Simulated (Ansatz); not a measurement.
# Fields on a plane of TiN (rock salt)

```
CELL_PARAMETERS angstrom
      0.00000     2.10198     2.10198
      2.10198     0.00000     2.10198
      2.10198     2.10198     0.00000
ATOMIC_POSITIONS crystal
  N  0.00000 0.00000 0.00000
  Ti 0.50000 0.50000 0.50000
```

The slice is a {100} plane (indices of the conventional cell) through the point (0.000, 0.000, 0.000) (fractional), spanned by u = [100] and v = [0 1 -1] in vectors of this cell: u (2.97 Å) and v (2.97 Å, at 90° to u). It covers one period; positions are fractions (u, v).

Atoms on it: N at (0.00, 0.00); Ti at (0.50, 0.50).

Calculation: PBEsol (plane waves to 420 eV, PAW, scalar-relativistic; Ansatz, a quantum-chemistry and plane-wave program). k mesh 19×19×19. Inside the PAW spheres the values are not all-electron values, and peaks at nuclei hang on which shells count as valence. TiN is run without spin polarisation. TiN was relaxed with its symmetry unable to fall.

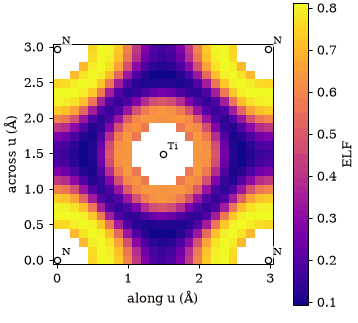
*Electron localisation function (ELF), one period of the plane, atoms marked. Points within 0.4 Å of a nucleus are left white, as the pseudised field means little there.*

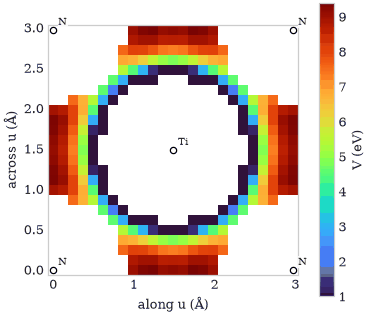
Figure: Electrostatic potential energy of an electron, from the cell's mean, in eV, one period of the plane, atoms marked. Points within 0.9 Å of a nucleus are left white, as the pseudised field means little there. Values under 1 eV are set to 1. The zero, the cell's mean, hangs on the PAW cores.

The density on the N–Ti line (2.10 Å) at its midpoint comes out as 0.53 e/Å³ and the ELF at that point comes out as 0.19.
